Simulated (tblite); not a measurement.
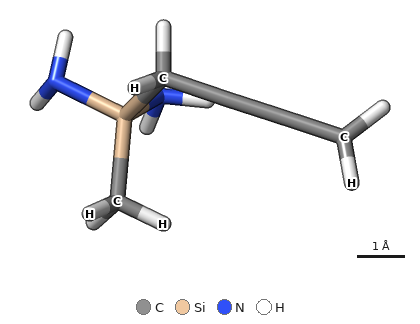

Fig. 1: The input geometry (stick view, seen at a tilt).

C5H11N2Si: geometry relaxation (part 1 of 2)

- system: C5H11N2Si, multiplicity 2, SMILES [CH2]C#CC[Si](C)(N)N
- method: GFN2-xTB geometry optimisation, gas phase (tblite 0.8.0)

It belongs to a series of runs on one base structure; here: H removed from sp3 C.

The program's output
```
step      E/eV     max force
  0    -646.13695    6.046
  1    -645.95520    8.725
  2    -646.50952    1.487
  3    -646.57890    1.019
  4    -646.64167    1.214
  5    -646.73220    0.746
  6    -646.77938    0.778
  7    -646.84851    0.563
  8    -646.87821    0.419
  9    -646.89445    0.263
 10    -646.90919    0.306
 11    -646.92677    0.298
 12    -646.94283    0.335
 13    -646.95571    0.340
 14    -646.96847    0.319
 15    -646.98506    0.316
 16    -647.00327    0.295
 17    -647.01869    0.330
 18    -647.02832    0.233
 19    -647.03361    0.323
 20    -647.03809    0.168
 21    -647.04204    0.104
 22    -647.04339    0.068
 23    -647.04421    0.064
 24    -647.04468    0.056
 25    -647.04517    0.059
 26    -647.04562    0.049
 27    -647.04608    0.057
 28    -647.04661    0.068
 29    -647.04735    0.087
 30    -647.04832    0.078
 31    -647.04936    0.066
 32    -647.05025    0.056
 33    -647.05096    0.066
 34    -647.05163    0.068
 35    -647.05225    0.052
 36    -647.05280    0.045
 37    -647.05333    0.069
 38    -647.05388    0.087
 39    -647.05430    0.065
 40    -647.05451    0.027
 41    -647.05459    0.024
 42    -647.05469    0.025
 43    -647.05487    0.042
 44    -647.05517    0.048
 45    -647.05555    0.053
 46    -647.05594    0.042
 47    -647.05631    0.043
 48    -647.05672    0.060
 49    -647.05719    0.053
 50    -647.05764    0.042
 51    -647.05797    0.041
 52    -647.05821    0.043
 53    -647.05847    0.048
 54    -647.05872    0.047
 55    -647.05892    0.038
 56    -647.05905    0.022
 57    -647.05914    0.022
 58    -647.05926    0.037
 59    -647.05944    0.052
 60    -647.05971    0.059
 61    -647.06003    0.050
 62    -647.06034    0.045
 63    -647.06059    0.036
 64    -647.06086    0.046
 65    -647.06123    0.052
 66    -647.06172    0.062
 67    -647.06215    0.054
 68    -647.06237    0.030
 69    -647.06249    0.028
 70    -647.06255    0.053
 71    -647.06268    0.030
 72    -647.06278    0.019
 73    -647.06284    0.024
 74    -647.06290    0.021
 75    -647.06298    0.015
 76    -647.06305    0.014
 77    -647.06309    0.011
 78    -647.06311    0.012
 79    -647.06313    0.010
```

Trajectory as extended XYZ (Å, eV, eV/Å), 25 of the 80 frames kept, from step=0 to step=79
```
19
Properties=species:S:1:pos:R:3:forces:R:3 step=0 energy=-646.13695
C     3.6086   -1.6935    0.1201   -1.6900   1.6030   0.1280
C     2.6011   -0.6814    0.1310    4.2240  -4.3250  -0.0830
C     1.7710    0.1638    0.1604   -3.5070   3.5990   0.0410
C     0.7306    1.2274    0.1693    1.5890  -0.7660   0.4950
Si   -1.0138    0.5706   -0.0328    0.5680   0.0830   0.1880
C    -1.5297   -0.5793    1.3032   -0.1550  -0.8410   1.7390
N    -1.2667   -0.1118   -1.5722    0.6800  -2.1450  -1.1470
N    -2.1380    1.8170   -0.2577   -1.5800   1.5190  -0.1380
H     4.2274   -1.8263   -0.7542   -0.1710   0.0430   0.2130
H     3.7530   -2.3202    0.9933   -0.0640   0.2650  -0.3310
H     0.7884    1.7619    1.1258    0.0610  -0.1330  -0.1460
H     0.9423    1.9442   -0.6118    0.1400   0.0920  -0.2260
H    -2.5574   -0.9282    1.1774    0.2310   0.0560   0.0190
H    -0.8739   -1.4619    1.3400   -0.2910   0.3130   0.0770
H    -1.4754   -0.0827    2.2866   -0.0580  -0.3880  -0.3650
H    -2.0983   -0.7033   -1.5402    0.2380   0.1920  -0.4200
H    -0.4927   -0.7390   -1.7827   -0.2370  -0.0100  -0.5750
H    -1.9239    2.2476   -1.1534   -0.1600   0.3750   0.2390
H    -3.0623    1.4044   -0.4028    0.1830   0.4670   0.2920
19
Properties=species:S:1:pos:R:3:forces:R:3 step=3 energy=-646.57890
C     3.5817   -1.6684    0.1216   -0.1370   0.1050  -0.0110
C     2.6200   -0.7023    0.1318    0.5980  -0.6450   0.0060
C     1.7672    0.1694    0.1589   -0.6510   0.7840   0.0040
C     0.7670    1.2192    0.1781    0.3170  -0.1940  -0.0190
Si   -1.0137    0.5746   -0.0350   -0.1020   0.0870  -0.0460
C    -1.5332   -0.5964    1.3392    0.0180   0.0620   0.0750
N    -1.2500   -0.1560   -1.5890    0.3980  -0.5390   0.0050
N    -2.1662    1.8554   -0.2537   -0.1300   0.2780   0.0790
H     4.2183   -1.8241   -0.7429   -0.2420   0.1070   0.2080
H     3.7502   -2.3095    0.9805   -0.1110   0.2440  -0.2060
H     0.7912    1.7603    1.1257    0.1490  -0.0630   0.0220
H     0.9470    1.9455   -0.6169    0.1660  -0.0930   0.0030
H    -2.5527   -0.9283    1.1796   -0.0180  -0.0700   0.1010
H    -0.8796   -1.4589    1.3456   -0.0070  -0.1150   0.1770
H    -1.4774   -0.0922    2.2888   -0.0440  -0.1180   0.3430
H    -2.0968   -0.7050   -1.5576    0.0050  -0.1640  -0.4190
H    -0.4827   -0.7580   -1.8108    0.1960  -0.4660  -0.5680
H    -1.9313    2.2658   -1.1500   -0.2230   0.4400   0.0860
H    -3.0688    1.4182   -0.3946   -0.1830   0.3590   0.1630
19
Properties=species:S:1:pos:R:3:forces:R:3 step=7 energy=-646.84851
C     3.5551   -1.6515    0.1196    0.0880  -0.0950   0.0110
C     2.6074   -0.6998    0.1366   -0.2960   0.3050  -0.0130
C     1.7677    0.1931    0.1547    0.0790  -0.2830  -0.0070
C     0.7804    1.2198    0.1758   -0.3690   0.1170  -0.0680
Si   -1.0343    0.5790   -0.0626    0.0720  -0.3390  -0.0880
C    -1.5302   -0.5858    1.3737   -0.0330   0.0070   0.0160
N    -1.1645   -0.2915   -1.5754   -0.0270  -0.0270   0.0400
N    -2.1817    1.9008   -0.2462    0.2440  -0.4600  -0.2150
H     4.1825   -1.8024   -0.7311    0.1150  -0.0020  -0.2820
H     3.7281   -2.2752    0.9685    0.0060  -0.1530   0.2780
H     0.8295    1.7452    1.1309   -0.0630   0.0490  -0.0110
H     0.9935    1.9294   -0.6217   -0.0050   0.1250  -0.0340
H    -2.5473   -0.9418    1.2114    0.0620   0.0640   0.0870
H    -0.8898   -1.4697    1.3912   -0.0260   0.2100  -0.0130
H    -1.4903   -0.1311    2.3615   -0.0060  -0.0010  -0.1650
H    -2.0667   -0.7442   -1.6773    0.2980  -0.0260  -0.1830
H    -0.4343   -0.8818   -1.9503   -0.1070   0.0920   0.2190
H    -1.9958    2.3913   -1.1158   -0.0490   0.1830   0.2310
H    -3.1190    1.5255   -0.3443    0.0150   0.2330   0.1970
19
Properties=species:S:1:pos:R:3:forces:R:3 step=10 energy=-646.90919
C     3.5540   -1.6533    0.1203   -0.0590   0.0690   0.0080
C     2.5974   -0.6925    0.1358    0.1150  -0.1360  -0.0140
C     1.7518    0.1926    0.1529   -0.1230  -0.0580  -0.0280
C     0.7551    1.2274    0.1677    0.2400  -0.1110  -0.0240
Si   -1.0327    0.5474   -0.0770    0.0150  -0.0250   0.0210
C    -1.5323   -0.5793    1.3800   -0.0310  -0.0280  -0.0110
N    -1.1407   -0.3296   -1.5691   -0.0040   0.0100  -0.1870
N    -2.1620    1.8642   -0.2662   -0.0220  -0.0360  -0.0090
H     4.1795   -1.7959   -0.7503   -0.1310   0.0000   0.1730
H     3.7215   -2.2770    0.9874   -0.0120   0.1070  -0.1720
H     0.8304    1.7451    1.1278   -0.1940   0.0350  -0.0780
H     1.0029    1.9364   -0.6242   -0.1530   0.0570   0.0140
H    -2.5439   -0.9400    1.2291   -0.1030   0.0050   0.0080
H    -0.8917   -1.4547    1.4024    0.0940  -0.0180  -0.0240
H    -1.4938   -0.1371    2.3674    0.0330   0.1930  -0.0420
H    -2.0344   -0.7609   -1.7320   -0.0920  -0.0760  -0.1170
H    -0.4252   -0.9089   -1.9657    0.2660  -0.0500   0.1420
H    -2.0155    2.4456   -1.0806    0.1550   0.0480   0.1330
H    -3.1302    1.5796   -0.3063    0.0070   0.0140   0.2060
19
Properties=species:S:1:pos:R:3:forces:R:3 step=13 energy=-646.95571
C     3.5471   -1.6479    0.1224   -0.0140  -0.0250  -0.0120
C     2.5932   -0.6945    0.1325   -0.0540  -0.0170   0.0010
C     1.7279    0.1703    0.1459    0.0060   0.1870  -0.0320
C     0.7573    1.2211    0.1552   -0.2260  -0.0100  -0.0220
Si   -1.0287    0.5102   -0.0935   -0.0890   0.1590  -0.1770
C    -1.5395   -0.5794    1.3831    0.0430   0.0330  -0.0600
N    -1.1232   -0.3565   -1.5946    0.0920  -0.0610  -0.1000
N    -2.1462    1.8204   -0.2877   -0.0940   0.2480   0.2120
H     4.1612   -1.7923   -0.7470    0.0390  -0.0440  -0.0240
H     3.7158   -2.2672    0.9837    0.0340  -0.0260   0.0260
H     0.7948    1.7509    1.1115   -0.0750  -0.0870  -0.0250
H     0.9828    1.9528   -0.6251   -0.0530  -0.1320  -0.0210
H    -2.5558   -0.9360    1.2465    0.0090  -0.0440   0.0120
H    -0.8794   -1.4405    1.4072   -0.0390  -0.0900   0.0720
H    -1.4904   -0.1067    2.3568    0.0340   0.1310  -0.0550
H    -2.0133   -0.7865   -1.7980    0.0970  -0.0140  -0.0550
H    -0.3775   -0.9335   -1.9425    0.0950  -0.0590   0.0880
H    -2.0026    2.4964   -1.0222    0.1470  -0.0780   0.0590
H    -3.1333    1.6281   -0.2351    0.0470  -0.0690   0.1120
19
Properties=species:S:1:pos:R:3:forces:R:3 step=16 energy=-647.00327
C     3.5320   -1.6426    0.1223   -0.0210  -0.0200  -0.0170
C     2.5727   -0.6958    0.1291   -0.2180   0.1690   0.0000
C     1.7081    0.1736    0.1315    0.2070  -0.0390   0.0000
C     0.7245    1.2093    0.1356   -0.1730   0.0150  -0.0470
Si   -1.0468    0.4908   -0.1434   -0.1820  -0.1740   0.0620
C    -1.5402   -0.5733    1.3765    0.0150   0.0420  -0.0850
N    -1.0814   -0.4017   -1.6403    0.0560   0.1350   0.1560
N    -2.1444    1.8198   -0.2687    0.1310   0.0370   0.2120
H     4.1437   -1.7953   -0.7447    0.0700  -0.0240  -0.1180
H     3.7142   -2.2571    0.9815    0.0090  -0.0510   0.1200
H     0.7380    1.7402    1.0893   -0.0490  -0.0960   0.0610
H     0.9501    1.9475   -0.6333   -0.0030  -0.0540  -0.1350
H    -2.5637   -0.9392    1.2711    0.2050   0.0280   0.0220
H    -0.8755   -1.4382    1.4291   -0.1700   0.1290   0.0600
H    -1.4802   -0.0490    2.3321    0.0260  -0.0500  -0.2670
H    -1.9666   -0.8228   -1.8928    0.2930  -0.0230  -0.0290
H    -0.2998   -0.9823   -1.9063   -0.1670  -0.0020   0.0540
H    -1.9644    2.5474   -0.9407   -0.1020  -0.0610   0.0170
H    -3.1304    1.6778   -0.1287    0.0730   0.0380  -0.0660
19
Properties=species:S:1:pos:R:3:forces:R:3 step=20 energy=-647.03809
C     3.5198   -1.6420    0.1199   -0.0170   0.0040  -0.0030
C     2.5521   -0.6958    0.1258    0.0970  -0.0820  -0.0140
C     1.7051    0.1884    0.1222   -0.0500   0.0220   0.0030
C     0.6894    1.1976    0.1172    0.1210  -0.0250  -0.0050
Si   -1.0722    0.4690   -0.1627    0.1460   0.0600   0.0570
C    -1.5396   -0.5664    1.3571   -0.0430  -0.0520   0.0430
N    -1.0502   -0.4035   -1.6596    0.0290   0.0120  -0.0280
N    -2.1283    1.8304   -0.2188    0.0480   0.0210   0.1060
H     4.1371   -1.8012   -0.7498   -0.0790   0.0300   0.0390
H     3.7138   -2.2524    0.9870   -0.0540   0.0730  -0.0380
H     0.6872    1.7180    1.0785   -0.0220  -0.0350  -0.0340
H     0.9187    1.9329   -0.6556   -0.0590  -0.0240  -0.0340
H    -2.5531   -0.9401    1.2848   -0.1330  -0.0280  -0.0200
H    -0.8882   -1.4275    1.4480    0.0820  -0.0500   0.0040
H    -1.4670   -0.0053    2.2799    0.0100   0.0680   0.0450
H    -1.9059   -0.8486   -1.9502    0.0000  -0.0280  -0.0540
H    -0.2683   -1.0054   -1.8618    0.0290   0.0050   0.0130
H    -1.9455    2.5577   -0.8894   -0.1020  -0.0120  -0.0120
H    -3.1147    1.7034   -0.0731   -0.0030   0.0430  -0.0660
19
Properties=species:S:1:pos:R:3:forces:R:3 step=23 energy=-647.04421
C     3.5163   -1.6422    0.1189    0.0110  -0.0200  -0.0010
C     2.5523   -0.6976    0.1238   -0.0130   0.0310  -0.0130
C     1.7076    0.1886    0.1210    0.0130  -0.0200  -0.0100
C     0.6943    1.1945    0.1137   -0.0300   0.0100  -0.0090
Si   -1.0666    0.4696   -0.1594   -0.0290  -0.0210  -0.0200
C    -1.5433   -0.5705    1.3580   -0.0060  -0.0060   0.0140
N    -1.0436   -0.4004   -1.6620    0.0050  -0.0060  -0.0010
N    -2.1209    1.8384   -0.1974    0.0150   0.0150   0.0210
H     4.1299   -1.7999   -0.7491    0.0020  -0.0080  -0.0500
H     3.7087   -2.2458    0.9866   -0.0140  -0.0130   0.0510
H     0.6790    1.7107    1.0751    0.0350   0.0280  -0.0090
H     0.9090    1.9274   -0.6643   -0.0030   0.0050  -0.0130
H    -2.5606   -0.9424    1.2847   -0.0060   0.0040   0.0090
H    -0.8854   -1.4291    1.4520   -0.0010   0.0010   0.0120
H    -1.4647    0.0050    2.2737   -0.0320  -0.0170   0.0220
H    -1.8934   -0.8533   -1.9615    0.0010   0.0280  -0.0080
H    -0.2630   -1.0076   -1.8548    0.0530   0.0300   0.0190
H    -1.9545    2.5548   -0.8850   -0.0070  -0.0060  -0.0110
H    -3.1110    1.7089   -0.0749    0.0060  -0.0340  -0.0020
19
Properties=species:S:1:pos:R:3:forces:R:3 step=26 energy=-647.04562
C     3.5171   -1.6447    0.1184   -0.0150   0.0140  -0.0030
C     2.5541   -0.6967    0.1216    0.0180  -0.0120  -0.0060
C     1.7085    0.1886    0.1196   -0.0150   0.0000  -0.0150
C     0.6933    1.1946    0.1124    0.0230  -0.0110  -0.0040
Si   -1.0678    0.4698   -0.1585   -0.0120  -0.0060   0.0450
C    -1.5450   -0.5724    1.3598   -0.0050   0.0140  -0.0040
N    -1.0423   -0.3975   -1.6621    0.0230   0.0150   0.0160
N    -2.1183    1.8439   -0.1885   -0.0010  -0.0230  -0.0140
H     4.1283   -1.8012   -0.7542   -0.0250  -0.0240   0.0340
H     3.7057   -2.2454    0.9917   -0.0050   0.0220  -0.0380
H     0.6834    1.7129    1.0731    0.0200   0.0220  -0.0210
H     0.9065    1.9259   -0.6680   -0.0020   0.0000  -0.0060
H    -2.5635   -0.9429    1.2846    0.0230  -0.0040   0.0120
H    -0.8850   -1.4305    1.4539   -0.0300   0.0210   0.0120
H    -1.4689    0.0040    2.2758   -0.0260  -0.0300   0.0020
H    -1.8926   -0.8492   -1.9612    0.0160   0.0000  -0.0260
H    -0.2570   -1.0009   -1.8502    0.0110   0.0230   0.0030
H    -1.9577    2.5493   -0.8891    0.0060   0.0030  -0.0030
H    -3.1086    1.7017   -0.0799   -0.0040  -0.0210   0.0140
19
Properties=species:S:1:pos:R:3:forces:R:3 step=30 energy=-647.04832
C     3.5128   -1.6456    0.1162   -0.0080  -0.0010  -0.0080
C     2.5566   -0.6936    0.1145   -0.0520   0.0170  -0.0020
C     1.7046    0.1852    0.1104    0.0110   0.0260  -0.0050
C     0.6942    1.1940    0.1063   -0.0220   0.0420  -0.0010
Si   -1.0697    0.4662   -0.1499    0.0530   0.0520  -0.0230
C    -1.5518   -0.5723    1.3658   -0.0120  -0.0130   0.0300
N    -1.0308   -0.3946   -1.6572    0.0060   0.0110   0.0260
N    -2.1157    1.8426   -0.1821   -0.0590  -0.0070  -0.0290
H     4.1164   -1.8130   -0.7569    0.0300  -0.0430  -0.0190
H     3.6979   -2.2384    0.9931    0.0230  -0.0210   0.0150
H     0.6973    1.7247    1.0601    0.0010  -0.0130   0.0100
H     0.9000    1.9229   -0.6785   -0.0010  -0.0280  -0.0340
H    -2.5666   -0.9468    1.2906   -0.0490  -0.0300  -0.0350
H    -0.8914   -1.4270    1.4643    0.0190  -0.0390   0.0070
H    -1.4866   -0.0035    2.2853    0.0100   0.0470   0.0350
H    -1.8750   -0.8432   -1.9808    0.0750   0.0100   0.0080
H    -0.2347   -0.9855   -1.8411   -0.0300   0.0120  -0.0100
H    -1.9624    2.5468   -0.8869    0.0120  -0.0310   0.0220
H    -3.1049    1.6904   -0.0739   -0.0060   0.0090   0.0140
19
Properties=species:S:1:pos:R:3:forces:R:3 step=33 energy=-647.05096
C     3.5055   -1.6461    0.1122    0.0100  -0.0290  -0.0040
C     2.5522   -0.6907    0.1062   -0.0120  -0.0260  -0.0120
C     1.7009    0.1881    0.0991    0.0310   0.0090   0.0090
C     0.6924    1.1976    0.0985    0.0140   0.0270   0.0020
Si   -1.0680    0.4676   -0.1414   -0.0420  -0.0410   0.0300
C    -1.5607   -0.5731    1.3747    0.0000  -0.0200   0.0160
N    -1.0135   -0.3888   -1.6491    0.0290   0.0150  -0.0110
N    -2.1180    1.8392   -0.1747   -0.0130  -0.0260   0.0030
H     4.1057   -1.8327   -0.7600    0.0030  -0.0130  -0.0180
H     3.6928   -2.2316    0.9941    0.0120  -0.0060   0.0180
H     0.7090    1.7344    1.0471   -0.0060   0.0200   0.0340
H     0.8910    1.9148   -0.6974    0.0010   0.0190  -0.0430
H    -2.5742   -0.9552    1.2927    0.0080   0.0150  -0.0390
H    -0.8981   -1.4271    1.4784    0.0060  -0.0020   0.0060
H    -1.5036   -0.0029    2.2959    0.0020   0.0180  -0.0170
H    -1.8419   -0.8380   -2.0056   -0.0190   0.0180   0.0340
H    -0.2117   -0.9702   -1.8311    0.0450  -0.0070  -0.0050
H    -1.9651    2.5422   -0.8791   -0.0080   0.0060  -0.0070
H    -3.1045    1.6817   -0.0613   -0.0590   0.0230   0.0050
19
Properties=species:S:1:pos:R:3:forces:R:3 step=36 energy=-647.05280
C     3.5029   -1.6506    0.1093   -0.0170  -0.0070  -0.0020
C     2.5491   -0.6935    0.0998    0.0160  -0.0280  -0.0080
C     1.7036    0.1919    0.0947    0.0140   0.0120   0.0130
C     0.6950    1.2043    0.0955    0.0150  -0.0370   0.0020
Si   -1.0687    0.4661   -0.1312    0.0200   0.0060  -0.0090
C    -1.5656   -0.5765    1.3824    0.0190   0.0150  -0.0370
N    -1.0019   -0.3813   -1.6438    0.0280  -0.0050  -0.0060
N    -2.1251    1.8330   -0.1739   -0.0120  -0.0190   0.0080
H     4.1010   -1.8470   -0.7639   -0.0320   0.0020   0.0180
H     3.6925   -2.2295    0.9967    0.0020   0.0180  -0.0190
H     0.7179    1.7440    1.0442    0.0010   0.0170  -0.0420
H     0.8872    1.9126   -0.7126   -0.0130  -0.0030   0.0410
H    -2.5785   -0.9583    1.2863    0.0290   0.0140   0.0040
H    -0.9005   -1.4289    1.4864   -0.0150   0.0070   0.0250
H    -1.5138   -0.0021    2.3020   -0.0160  -0.0240  -0.0270
H    -1.8275   -0.8296   -2.0082   -0.0150   0.0120   0.0320
H    -0.1966   -0.9584   -1.8275    0.0240   0.0060   0.0040
H    -1.9685    2.5356   -0.8786   -0.0260  -0.0130   0.0110
H    -3.1122    1.6774   -0.0584   -0.0230   0.0270  -0.0060
19
Properties=species:S:1:pos:R:3:forces:R:3 step=40 energy=-647.05451
C     3.4968   -1.6571    0.1055   -0.0050  -0.0060  -0.0030
C     2.5463   -0.6982    0.0916   -0.0060   0.0180   0.0100
C     1.7103    0.1964    0.0921   -0.0040  -0.0060   0.0090
C     0.6990    1.2054    0.0925   -0.0080   0.0090   0.0040
Si   -1.0656    0.4666   -0.1241    0.0100   0.0130  -0.0150
C    -1.5675   -0.5777    1.3842    0.0030  -0.0020  -0.0010
N    -0.9854   -0.3736   -1.6391    0.0020   0.0040  -0.0020
N    -2.1345    1.8243   -0.1704   -0.0040   0.0060  -0.0060
H     4.0902   -1.8629   -0.7672   -0.0110  -0.0100  -0.0230
H     3.6924   -2.2245    0.9977    0.0030  -0.0050   0.0120
H     0.7279    1.7575    1.0329    0.0010   0.0050   0.0000
H     0.8806    1.9089   -0.7214    0.0080   0.0010   0.0080
H    -2.5786   -0.9596    1.2801   -0.0040  -0.0030  -0.0120
H    -0.9054   -1.4300    1.5001    0.0120  -0.0030   0.0000
H    -1.5283   -0.0049    2.3042   -0.0020   0.0120  -0.0010
H    -1.8119   -0.8186   -2.0058    0.0190  -0.0160   0.0090
H    -0.1753   -0.9444   -1.8222   -0.0120  -0.0030  -0.0040
H    -1.9774    2.5258   -0.8757   -0.0140   0.0040   0.0040
H    -3.1233    1.6758   -0.0558    0.0130  -0.0160   0.0080
```
